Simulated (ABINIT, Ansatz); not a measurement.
## InGaN2 (P3m1): G0W0 with ABINIT, start to end

Aim: the G0W0 gap of InGaN2 (P3m1) on LDA, step by step.

Main program and level: ABINIT 10.8.3; LDA and many-body steps on it, plane waves.

## 1. Starting point

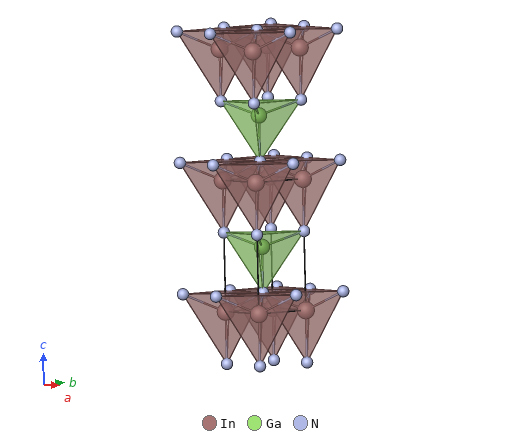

The cell as given, from a free direction (indium brown, gallium green, nitrogen light blue). 1×1×2 cells are drawn. Some periodic images of atoms are drawn too.

Coordinates:

```cif
data_structure
_symmetry_space_group_name_H-M 'P3m1'
_symmetry_Int_Tables_number 156
_cell_length_a 3.3993
_cell_length_b 3.3993
_cell_length_c 5.5516
_cell_angle_alpha 90.000
_cell_angle_beta 90.000
_cell_angle_gamma 120.000
_cell_volume 55.56
loop_
_atom_site_label
_atom_site_type_symbol
_atom_site_symmetry_multiplicity
_atom_site_Wyckoff_symbol
_atom_site_fract_x
_atom_site_fract_y
_atom_site_fract_z
_atom_site_occupancy
In1 In 1 a 0.00000 0.00000 0.99840 1
Ga1 Ga 1 c 0.66667 0.33333 0.49536 1
N1 N 1 c 0.66667 0.33333 0.14562 1
N2 N 1 a 0.00000 0.00000 0.60222 1
```

The cell and positions are those that the Materials Project relaxed with its own functionals (PBE, PBE+U or r2SCAN), kept fixed.

## 2. Ground state

This step: ABINIT 10.8.3; DFT, LDA, plane waves, norm-conserving pseudopotentials.

The ground-state density comes first.

The input, run.abi:

```
acell 3*1.0 Angstrom
rprim 
  3.399288205422 -0.000000000005 0.000000000000
  -1.699644102707 2.943869940683 0.000000000000
  0.000000000000 0.000000000000 5.551613000000
ntypat 3
znucl 49 31 7
natom 4
typat 1 2 3 3
xred 
  0.000000000000 0.000000000000 0.998402000000
  0.666666666667 0.333333333333 0.495356000000
  0.666666666667 0.333333333333 0.145617000000
  0.000000000000 0.000000000000 0.602224000000
pp_dirpath "pseudos"
pseudos "In.upf, Ga.upf, N.upf"
ecut 36
ngkpt 6 6 4
nshiftk 1
shiftk 0 0 0
kptopt 1
chksymbreak 0
nband 24
occopt 1
tolvrs 1e-10
nstep 60
prtwf 0
optforces 0
optstress 0
indata_prefix "in"
outdata_prefix "out"
tmpdata_prefix "tmp"
```

Run with:

```bash
> OMP_NUM_THREADS=1 mpirun -n 4 abinit run.abi > log
```

Numbers of over 12 decimals in the logs are rounded to 6 here.

What it wrote:

```text
.Version 10.8.3 of ABINIT. v10.8.2 released Aug 2026.

 Symmetries : space group P3 m 1 (#156); Bravais hP (primitive hexag.)
================================================================================
 Values of the parameters that define the memory need of the present run
     intxc =       0    ionmov =       0      iscf =       7    lmnmax =       6
     lnmax =       6     mgfft =      60  mpssoang =       3    mqgrid =    3001
     natom =       4  nloc_mem =       1    nspden =       1   nspinor =       1
    nsppol =       1      nsym =       6    n1xccc =    2501    ntypat =       3
    occopt =       1   xclevel =       1
-    mband =          24        mffmem =           1         mkmem =           6
       mpw =        3882          nfft =       77760          nkpt =          24
================================================================================
  Rough estimation (10% accuracy) of disk space for files :
================================================================================

--------------------------------------------------------------------------------
------------- Echo of variables that govern the present computation ------------
--------------------------------------------------------------------------------
 -outvars: echo values of preprocessed input variables --------
            acell      1.8897261259E+00  1.8897261259E+00  1.8897261259E+00 Bohr

      chksymbreak           0
             ecut      3.60000000E+01 Hartree
-          fftalg         312

              ixc       -1012
              kpt      0.00000000E+00  0.00000000E+00  0.00000000E+00
                       1.66666667E-01  0.00000000E+00  0.00000000E+00
                       3.33333333E-01  0.00000000E+00  0.00000000E+00
                       5.00000000E-01  0.00000000E+00  0.00000000E+00
                       1.66666667E-01  1.66666667E-01  0.00000000E+00
                       3.33333333E-01  1.66666667E-01  0.00000000E+00
                       3.33333333E-01  3.33333333E-01  0.00000000E+00
                       0.00000000E+00  0.00000000E+00  2.50000000E-01
                       1.66666667E-01  0.00000000E+00  2.50000000E-01
   [... 13 further rows ...]
                       3.33333333E-01  1.66666667E-01  5.00000000E-01
                       3.33333333E-01  3.33333333E-01  5.00000000E-01
         kptrlatt        6    0    0      0    6    0      0    0    4
          kptrlen      3.85423424E+01
P           mkmem           6
            natom           4
            nband          24
            ngfft          36      36      60
             nkpt          24
            nstep          60
             nsym           6
           ntypat           3
              occ      2.000000  2.000000  2.000000  2.000000  2.000000  2.000000
                       2.000000  2.000000  2.000000  2.000000  2.000000  2.000000
                       2.000000  2.000000  2.000000  2.000000  2.000000  2.000000
                       0.000000  0.000000  0.000000  0.000000  0.000000  0.000000
        optforces           0
        optstress           0
            prtwf           0
            rprim      3.3992882054E+00 -5.0000000000E-12  0.0000000000E+00
[...]
spgroup         156

           tolvrs      1.00000000E-10

             xred      0.0000000000E+00  0.0000000000E+00  9.9840200000E-01
[...]
znucl       49.00000   31.00000    7.00000

================================================================================

 chkinp: Checking input parameters for consistency.

================================================================================
== DATASET  1 ==================================================================
-   mpi_nproc: 4, omp_nthreads: 1 (-1 if OMP is not activated)

--- !DatasetInfo
iteration_state: {dtset: 1, }
dimensions: {natom: 4, nkpt: 24, mband: 24, nsppol: 1, nspinor: 1, nspden: 1, mpw: 3882, }
cutoff_energies: {ecut:  36.0, pawecutdg:  -1.0, }
electrons: {nelect:   3.60000000E+01, charge:   0.00000000E+00, occopt:   1.00000000E+00, tsmear:   1.00000000E-02, }

 Real(R)+Recip(G) space primitive vectors, cartesian coordinates (Bohr,Bohr^-1):
 R(1)=  6.4237237  0.0000000  0.0000000  G(1)=  0.1556729  0.0898778  0.0000000
 R(2)= -3.2118619  5.5631079  0.0000000  G(2)=  0.0000000  0.1797556  0.0000000
 R(3)=  0.0000000  0.0000000 10.4910281  G(3)=  0.0000000  0.0000000  0.0953195
 Unit cell volume ucvol=  3.7490600E+02 bohr^3
 Angles (23,13,12)=  9.00000000E+01  9.00000000E+01  1.20000000E+02 degrees

 getcut: wavevector=  0.0000  0.0000  0.0000  ngfft=  36  36  60
         ecut(hartree)=     36.000   => boxcut(ratio)=   2.07491

--- Pseudopotential description ------------------------------------------------
- In Generated using ONCVPSP code by D. R. Hamann
- 49.00000  13.00000  180309                  znucl, zion, pspdat
12 -1012 2 -1 1894                            pspcod,pspxc,lmax,lloc,mmax
     nproj     2     2     2
  pspatm : epsatm=   25.24256259
         --- l  ekb(1:nproj) -->
[...]
pspatm: atomic psp has been read  and splines computed

- Ga Generated using ONCVPSP code by D. R. Hamann
- 31.00000  13.00000  180309                  znucl, zion, pspdat
12 -1012 2 -1 1858                            pspcod,pspxc,lmax,lloc,mmax
     nproj     2     2     2
  pspatm : epsatm=   24.58383104
         --- l  ekb(1:nproj) -->
[...]
pspatm: atomic psp has been read  and splines computed

- N Generated using ONCVPSP code by D. R. Hamann
-  7.00000   5.00000  180309                  znucl, zion, pspdat
12 -1012 1 -1 1058                            pspcod,pspxc,lmax,lloc,mmax
     nproj     2     2     0
  pspatm : epsatm=    5.30777321
         --- l  ekb(1:nproj) -->
[...]
pspatm: atomic psp has been read  and splines computed

   2.17590984E+03                                ecore*ucvol(ha*bohr**3)
--------------------------------------------------------------------------------

_setup2: Arith. and geom. avg. npw (full set) are    3865.493    3865.483

================================================================================

--- !BeginCycle
iteration_state: {dtset: 1, }
solver: {iscf: 7, nstep: 60, nline: 4, wfoptalg: 0, }
tolerances: {tolvrs: 1.00E-10, }

     iter   Etot(hartree)      deltaE(h)  residm     vres2
 ETOT  1  -161.41210513809    -1.614E+02 5.593E-01 2.108E+03
 ETOT  2  -162.73027601537    -1.318E+00 1.227E-01 2.733E+03
 ETOT  3  -163.34592576980    -6.156E-01 7.743E-02 2.382E+02
 ETOT  4  -163.35124940637    -5.324E-03 1.107E-02 2.111E+02
 ETOT  5  -163.36137328392    -1.012E-02 2.481E-03 6.684E+01
 ETOT  6  -163.36857013089    -7.197E-03 4.579E-03 2.774E+01
 ETOT  7  -163.37128501607    -2.715E-03 3.490E-03 1.019E+01
 ETOT  8  -163.37225675434    -9.717E-04 5.378E-03 3.154E+00
 ETOT  9  -163.37268682260    -4.301E-04 2.035E-03 5.797E-02
 ETOT 10  -163.37269276010    -5.938E-06 2.089E-03 8.473E-03
 ETOT 11  -163.37269497362    -2.214E-06 5.318E-04 3.853E-04
 ETOT 12  -163.37269503940    -6.578E-08 5.268E-04 1.791E-06
 ETOT 13  -163.37269503970    -2.994E-10 3.065E-04 7.339E-08
 ETOT 14  -163.37269503971    -1.208E-11 3.760E-04 7.902E-09
 ETOT 15  -163.37269503971    -2.700E-12 2.017E-04 3.671E-10
 ETOT 16  -163.37269503971     1.137E-13 2.426E-04 1.203E-10
 ETOT 17  -163.37269503971    -8.527E-13 1.233E-04 1.653E-11

 At SCF step   17       vres2   =  1.65E-11 < tolvrs=  1.00E-10 =>converged.

--- !ResultsGS
iteration_state: {dtset: 1, }
comment   : Summary of ground state results
lattice_vectors:
- [  6.4237237,  -0.0000000,   0.0000000, ]
- [ -3.2118619,   5.5631079,   0.0000000, ]
- [  0.0000000,   0.0000000,  10.4910281, ]
lattice_lengths: [   6.42372,    6.42372,   10.49103, ]
lattice_angles: [ 90.000,  90.000, 120.000, ] # degrees, (23, 13, 12)
lattice_volume:   3.7490600E+02
convergence: {deltae: -8.527E-13, res2:  1.653E-11, residm:  1.233E-04, diffor:  0.000E+00, }
etotal    :  -1.63372695E+02
entropy   :   0.00000000E+00
fermie    :   1.84203326E-01
cartesian_stress_tensor: null
pressure_GPa: null
xred      :
- [  0.0000E+00,   0.0000E+00,   9.9840E-01, In]
- [  6.6667E-01,   3.3333E-01,   4.9536E-01, Ga]
- [  6.6667E-01,   3.3333E-01,   1.4562E-01,  N]
- [  0.0000E+00,   0.0000E+00,   6.0222E-01,  N]
cartesian_forces: null
force_length_stats: {min: null, max: null, mean: null, }

 Integrated electronic density in atomic spheres:
 ------------------------------------------------
 Atom  Sphere_radius  Integrated_density
[...]
4        2.00000          4.99039846
================================================================================

 ----iterations are completed or convergence reached----

 Mean square residual over all n,k,spin=   24.320E-08; max=  12.330E-05
 reduced coordinates (array xred) for    4 atoms
       0.000000000000      0.000000000000      0.998402000000
       0.666666666667      0.333333333333      0.495356000000
       0.666666666667      0.333333333333      0.145617000000
       0.000000000000      0.000000000000      0.602224000000
 rms dE/dt=  0.0000E+00; max dE/dt=  0.0000E+00; dE/dt below (all hartree)
    1       0.000000000000      0.000000000000      0.000000000000
    2       0.000000000000      0.000000000000      0.000000000000
    3       0.000000000000      0.000000000000      0.000000000000
    4       0.000000000000      0.000000000000      0.000000000000

 cartesian coordinates (angstrom) at end:
    1      0.000000     0.000000     5.542742
    2      1.699644     0.981290     2.750025
    3      1.699644     0.981290     0.808409
    4      0.000000     0.000000     3.343315
 length scales=  1.889726125908  1.889726125908  1.889726125908 bohr
              =  1.000000000000  1.000000000000  1.000000000000 angstroms
 prteigrs : about to open file out_EIG
 Fermi (or HOMO) energy (hartree) =   0.18420   Average Vxc (hartree)=  -0.42689
 Eigenvalues (hartree) for nkpt=  24  k points:
 kpt#   1, nband= 24, wtk=  0.00694, kpt=  0.0000  0.0000  0.0000 (reduced coord)
  -0.36543   -0.35886   -0.32298   -0.32298   -0.31826   -0.31805   -0.31805   -0.30623
  -0.30623   -0.29278   -0.29278   -0.24181   -0.05287    0.14198    0.14198    0.17332
   0.18420    0.18420    0.19347    0.29740    0.45168    0.50679    0.50679    0.55433
 prteigrs : prtvol=0 or 1, do not print more k-points.

--- !EnergyTerms
iteration_state     : {dtset: 1, }
comment             : Components of total free energy in Hartree
kinetic             :  1.18699143742150E+02
hartree             :  3.90141674578127E+01
xc                  : -4.63762599120515E+01
Ewald energy        : -1.09068775379171E+02
psp_core            :  5.80388106180499E+00
local_psp           : -1.16202639792847E+02
non_local_psp       : -5.52422122174113E+01
total_energy        : -1.63372695039713E+02
total_energy_eV     : -4.44559750677249E+03
band_energy         : -6.47045337944865E+00

== END DATASET(S) ==============================================================
================================================================================

 -outvars: echo values of variables after computation  --------
           etotal     -1.6337269504E+02
            nband          24
             nkpt          24
          spgroup         156
 [... the other variables as echoed above ...]

 Calculation completed.
```

It took 36 s on 4 MPI ranks of Arm Neoverse V1, shared host; peak memory 0.34 GiB.

This step gave:

```
total energy               : -4445.5975 eV
gap                        : 0.2522 eV
k of the valence top       : 0, 0, 0
k of the conduction bottom : 0, 0, 0
least direct gap           : 0.2522 eV
```

The gap is direct, at Γ.

(Continued in part 2 of 3.)

[Paths, hosts, dates, memory and timing lines, banners, echoed tables and standing remarks are left out of the program output.]

[Logs are printed without paths, hosts, clocks, repeated set-up lines and the standing remarks that a program may print on its own settings, such as how far it seeks lower states.]

[Runs of the session that timed out or met a known fault of the program may be left out.]

[Hosts, paths, dates, database ids (printed as entryN), source tags and the programs' standing remarks are cut or masked in the printed files.]

[G0W0 gaps are taken among the corrected bands and points alone; a level outside them can change the order at an edge.]

[Where Ansatz stands beside ABINIT at settings called matched, ABINIT's density can come from a denser mesh and the files from another edition; pairs whose starting gaps differed by over 0.03 eV were left out, so agreement reads better than it is.]
